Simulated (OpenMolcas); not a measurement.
# One shape, several levels: C2HBF2 (SMILES C#CB(F)F)

Wanted: a comparison of 6 runs (HF/3-21G, B3LYP/6-31G*, B2PLYP/def2-SVPD, PBE0/def2-SVPD, TPSS/def2-SVPD, MP2/def2-SVPD) of C2HBF2. 

Program for the calculation: OpenMolcas 26.06.

### 1 The system as given

C2HBF2: 6 atoms, total charge 0, spin state singlet. As SMILES, `C#CB(F)F`. The C2–B3 distance was set to 2.281 Å, away from the relaxed value. At this shape a bond of the SMILES string is far longer than usual.

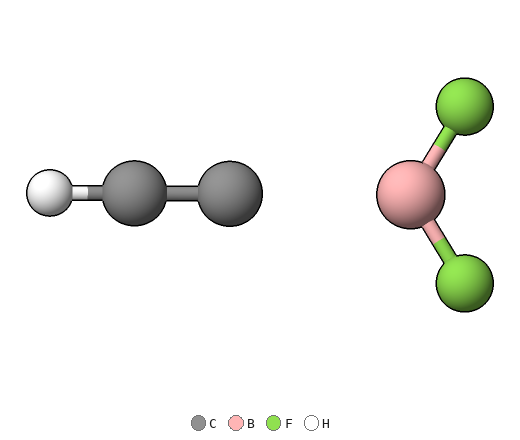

Viewed from a chosen angle; carbon grey, boron pink, fluorine green, hydrogen white.

### 2 A single-point energy at HF/3-21G (run 1)

run.inp reads:

```
* C2HBF2 Hartree-Fock

&GATEWAY
  BasLib = $CurrDir
  Coord
  6
  angstrom
  C       -1.303975       0.668487       1.848414
  C       -0.638875       0.323887       0.906714
  B        0.622000      -0.329200      -0.878400
  F        0.153600      -1.179500      -1.766600
  F        1.841700       0.131700      -1.054100
  H       -1.893275       0.973687       2.682914
  Basis = 3-21G
  Group = NoSym

&SEWARD

&SCF
  Thresholds = 1e-10 1e-07 1e-07 1e-05
  PrOrbitals = 1 1
```

The basis set 3-21G is read from a file made from the Basis Set Exchange's data (not shown).

Launch:

```console
$ export MOLCAS_MEM=1860
$ pymolcas run.inp > run.log
```

The log of the run:

```text
--- Start Module: gateway ---
[...]
--- Stop Module: gateway /rc=_RC_ALL_IS_WELL_ ---
--- Start Module: seward ---
[...]
      Basis functions           47
--- Stop Module: seward /rc=_RC_ALL_IS_WELL_ ---
--- Start Module: scf ---
[...]
       Convergence after  14 Iterations
[...]
::    Total SCF energy                               -298.2128143985
[...]
      Total spin, S                                     0.0000000000
[...]
      Total electronic charge=   36.000000
      Total            charge=   -0.000000
[...]
      Dipole Moment (debye):
      Origin of the operator (angstrom)=    0.2639   -0.1438   -0.3715
                   X=  2.4115E-01               Y= -1.2427E-01               Z= -3.4046E-01           Total=  4.3532E-01
      Quadrupole Moment (debye*angstrom):
[...]
--- Stop Module: scf /rc=_RC_ALL_IS_WELL_ ---
[...]
```

It took 2.1 s on 1 thread of Arm Neoverse V1, shared host; peak memory 0.38 GiB.

### 3 The energy at B3LYP/6-31G(d) (spherical functions) (run 2)

geom.xyz reads:

```xyz
6

C     -1.303975     0.668487     1.848414
C     -0.638875     0.323887     0.906714
B      0.622000    -0.329200    -0.878400
F      0.153600    -1.179500    -1.766600
F      1.841700     0.131700    -1.054100
H     -1.893275     0.973687     2.682914
```

job.input reads:

```
* C2HBF2 Kohn-Sham DFT
>>> EXPORT MOLCAS_PRINT=2

&gateway
 baslib=$CurrDir
 coord=geom.xyz
 basis=6-31Gs
 group=NoSym

&seward
 gridinput
 Grid=UltraFine
 End of Grid

&scf
 ksdft=B3LYP
 thresholds=1e-10 1e-07 1e-07 1e-05
 prorbitals=1 1
```

The basis set 6-31G* is read from a file made from the Basis Set Exchange's data (not shown).

Launch:

```console
$ export MOLCAS_MEM=1860
$ pymolcas job.input > job.log
```

The log of the run:

```text
--- Start Module: gateway ---
[...]
--- Stop Module: gateway /rc=_RC_ALL_IS_WELL_ ---
--- Start Module: seward ---
[...]
      Basis functions           72
--- Stop Module: seward /rc=_RC_ALL_IS_WELL_ ---
[...]
--- Start Module: scf ---
[...]
       Convergence after  15 Iterations
[...]
::    Total KS-DFT energy                            -301.2869534128
[...]
      Total spin, S                                     0.0000000000
[...]
      Total electronic charge=   36.000000
      Total            charge=   -0.000000
[...]
      Dipole Moment (debye):
      Origin of the operator (angstrom)=    0.2639   -0.1438   -0.3715
                   X=  4.8496E-01               Y= -2.5062E-01               Z= -6.8568E-01           Total=  8.7645E-01
      Quadrupole Moment (debye*angstrom):
[...]
--- Stop Module: scf /rc=_RC_ALL_IS_WELL_ ---
[...]
```

Wall time 16 s (1 thread of Arm Neoverse V1, shared host); peak memory 0.42 GiB.

### 4 The energy at B2PLYP/def2-SVPD (run 3)

run.inp reads:

```
&GATEWAY
  BasLib
  $CurrDir
  Coord
  6
  angstrom
  C       -1.303975       0.668487       1.848414
  C       -0.638875       0.323887       0.906714
  B        0.622000      -0.329200      -0.878400
  F        0.153600      -1.179500      -1.766600
  F        1.841700       0.131700      -1.054100
  H       -1.893275       0.973687       2.682914
  Basis
  def2-SVPD
  Group
  NoSym

&SEWARD
  GridInput
  Grid=UltraFine
  End of Grid

&SCF
  KSDFT
  B2PLYP_SCF
  Thresholds
  1e-10 1e-07 1e-07 1e-05
  PrOrbitals
  0

&MBPT2
  Frozen
  5
```

The basis set def2-SVPD is read from a file made from the Basis Set Exchange's data (not shown).

Launch:

```console
$ export MOLCAS_MEM=1860
$ pymolcas run.inp > run.log
```

The log of the run:

```text
--- Start Module: gateway ---
[...]
--- Stop Module: gateway /rc=_RC_ALL_IS_WELL_ ---
[...]
      Basis functions          114
[...]
--- Start Module: scf ---
[...]
       Convergence after  16 Iterations
[...]
::    Total KS-DFT energy                            -300.5975043403
[...]
      Total spin, S                                     0.0000000000
[...]
      Total electronic charge=   36.000000
      Total            charge=   -0.000000
[...]
      Dipole Moment (debye):
      Origin of the operator (angstrom)=    0.2639   -0.1438   -0.3715
                   X=  3.1391E-01               Y= -1.6193E-01               Z= -4.4341E-01           Total=  5.6690E-01
      Quadrupole Moment (debye*angstrom):
[...]
--- Stop Module: scf /rc=_RC_ALL_IS_WELL_ ---
[...]
--- Start Module: mbpt2 ---
[...]
 ###    WARNING: MP2 implementation intended for RHF references only         ###
 ###############################################################################
MBPT2 WARNING: Reference function according to RunFile:KS-DFT
I'll assume you know what you're doing and continue
WARNING!
Default frozen orbitals as non valence orbitals is overwritten by user input.
Default values:   5
[...]
       Reference weight ( Cref**2 )         =        0.72649
::    Total MBPT2 energy                             -301.4963432843
[...]
      Total MBPT2 calculations                           0.69      0.80
--- Stop Module: mbpt2 /rc=_RC_ALL_IS_WELL_ ---
[...]
```

It took 43 s on 1 thread of Arm Neoverse V1, shared host; peak memory 0.69 GiB.

Runs 4 to 5 aren't shown in full; the table further down has their settings and results.

### 5 The energy at MP2/def2-SVPD (run 6)

input.xyz reads:

```xyz
6

C     -1.303975     0.668487     1.848414
C     -0.638875     0.323887     0.906714
B      0.622000    -0.329200    -0.878400
F      0.153600    -1.179500    -1.766600
F      1.841700     0.131700    -1.054100
H     -1.893275     0.973687     2.682914
```

mol.input reads:

```
&GATEWAY
  BASLIB=$CurrDir
  COORD=input.xyz
  BASIS=def2-SVPD
  GROUP=NoSym

&SEWARD

&SCF
  THRESHOLDS=1e-10 1e-07 1e-07 1e-05
  PRORBITALS=1 2

&MBPT2
  FROZEN=5
```

The basis set def2-SVPD is read from a file made from the Basis Set Exchange's data (not shown).

Launch:

```console
$ export MOLCAS_MEM=1860
$ pymolcas mol.input > mol.log
```

The log of the run:

```text
--- Start Module: gateway ---
[...]
--- Stop Module: gateway /rc=_RC_ALL_IS_WELL_ ---
[...]
      Basis functions          114
[...]
--- Start Module: scf ---
[...]
       Convergence after  14 Iterations
[...]
::    Total SCF energy                               -299.6049704160
[...]
      Total spin, S                                     0.0000000000
[...]
      Total electronic charge=   36.000000
      Total            charge=   -0.000000
[...]
      Dipole Moment (debye):
      Origin of the operator (angstrom)=    0.2639   -0.1438   -0.3715
                   X=  3.1483E-01               Y= -1.6238E-01               Z= -4.4469E-01           Total=  5.6854E-01
      Quadrupole Moment (debye*angstrom):
[...]
--- Stop Module: scf /rc=_RC_ALL_IS_WELL_ ---
[...]
--- Start Module: mbpt2 ---
[...]
WARNING!
Default frozen orbitals as non valence orbitals is overwritten by user input.
Default values:   5
[...]
       Reference weight ( Cref**2 )         =        0.81408
::    Total MBPT2 energy                             -300.3316772302
[...]
      Total MBPT2 calculations                           0.66      0.74
--- Stop Module: mbpt2 /rc=_RC_ALL_IS_WELL_ ---
[...]
```

Wall time 15 s (1 thread of Arm Neoverse V1, shared host); peak memory 0.69 GiB.

### 6 The series

```
run                               level  integration grid  frozen core orbitals  energy (Eh)  dipole moment (D) of the reference  HOMO energy (eV)  LUMO energy (eV)  wall time
  1                            HF/3-21G                 –                     –  -298.212814                                0.44            -10.81              2.64      2.1 s
  2  B3LYP/6-31G* (spherical functions)         UltraFine                     –  -301.286953                                0.88             -7.30             -1.56       16 s
  3                    B2PLYP/def2-SVPD         UltraFine                     5  -300.840191                                0.57             -9.17             -0.41       43 s
  4                      PBE0/def2-SVPD         UltraFine                     –  -300.757569                                0.61             -8.16             -1.75       41 s
  5                      TPSS/def2-SVPD         UltraFine                     –  -301.118178                                0.69             -6.86             -2.56       61 s
  6                       MP2/def2-SVPD                 –                     5  -300.331677                                0.57            -10.94              1.61       15 s
```

### 7 Summary of results

| quantity | value |
| --- | --- |
| run 6: total energy | -300.33168 Eh |
| run 6: dipole moment (mean-field density) | 0.57 D |
| run 6: HOMO energy (Hartree–Fock orbitals) | -10.94 eV |
| run 6: LUMO energy (Hartree–Fock orbitals) | 1.61 eV |
| run 6: HOMO–LUMO gap (Hartree–Fock orbitals) | 12.55 eV |
| run 6: correlation energy (5 core orbitals frozen) | -726.7 mEh |

**Reading.** Over runs 1, 2, 3, 4, 5 the dipole moment (its size) runs from 0.44 D (HF/3-21G) to 0.88 D (B3LYP/6-31G*). The two ends differ in method and basis. Over runs 1, 2, 3, 4, 5 the HOMO–LUMO gap runs from 4.30 eV (TPSS/def2-SVPD) to 13.46 eV (HF/3-21G). For B2PLYP the log adds the whole second-order term; the table takes 0.27 of it, as the functional is defined. Totals of different functionals can't be ranked against each other. All runs together took 3 min, the longest 61 s.
